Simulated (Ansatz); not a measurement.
System: KCSN (Pbcm, No. 57). Method: BLYP in Ansatz (plane waves, PAW).

Settings: plane-wave cutoff 520 eV, 6×6×6 k mesh, Fermi–Dirac smearing 0.01 eV, scalar-relativistic PAW data made under PBE.

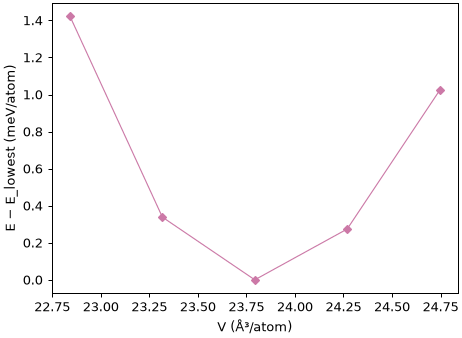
Fig. 1. Total energy against volume

From the curve, estimate the equilibrium volume and the bulk modulus.

V0 ≈ 23.8 Å³/atom and B0 ≈ 10 GPa; the fit gives V0 = 23.801 Å³/atom, B0 = 10.1 GPa, B′ = 10.2.

Shape and atoms are relaxed at each volume.

Note: the cell is over a tenth larger than the published one: the level's own overestimate first of all, though another phase or state, or a fault of the published cell, is possible; the bulk modulus comes from volumes at which shape and atoms were relaxed.

Cost on a shared machine: about 110 core-minutes (a rough figure).

Ansatz is an electronic-structure program.
